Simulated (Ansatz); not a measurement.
# Polymorphs of Zn$_{3}$P$_{2}$

4 relaxations of Zn3P2 ended in 4 distinct structures. Computed with r2SCAN (plane waves to 500 eV, PAW, scalar-relativistic; Ansatz, a program for electronic structure).

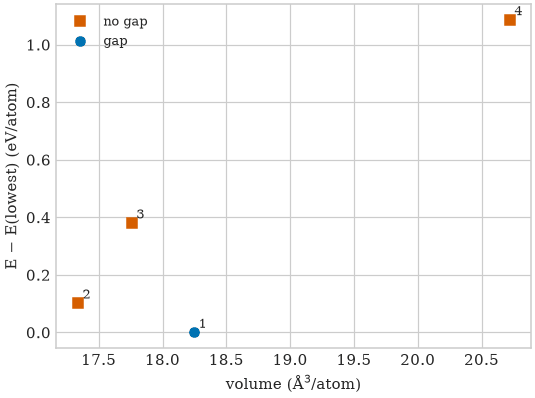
Figure. Energy against volume of the distinct structures, numbered as in the table

```tsv
#	space group	Pearson	type	E − E(lowest) (eV/atom)	V (Å³/atom)	gap (eV, no SOC)	coordination	runs ending here
1	Ia-3	cI80	anti-bixbyite type	0.000	18.25	0.62	P 6 (octahedral) / 4+2, Zn 3+1	1
2	R32	hR5	AFLOW prototype A3B2_hR5_155_e_c (D5_e, as in Ni3S2)	0.10	17.34	0.00	–	1
3	P4/mbm	tP10	–	0.38	17.76	0.00	–	1
4	I4₁32	cI20	–	1.09	20.72	0.00	–	1
```

Coordination numbers (neighbours up to the widest gap in distance over summed covalent radii, below 1.35; n+m marks a second, longer set; metal–metal contacts left out). Ia-3, cI80, anti-bixbyite type is the lowest of the structures calculated here.

Each run could gain symmetry but not lose that of its start, so entries can be saddle points. All of these are generated cells (placed on structure types, drawn at random, substituted or restacked) that were not matched to a known phase here. The real structure of this composition may not be among these. Static energies at zero pressure. The runs use different k-meshes, so differences are rounded accordingly. No spin polarisation in the result. Gaps of cells over 8 atoms come from the SCF mesh and high-symmetry points alone.
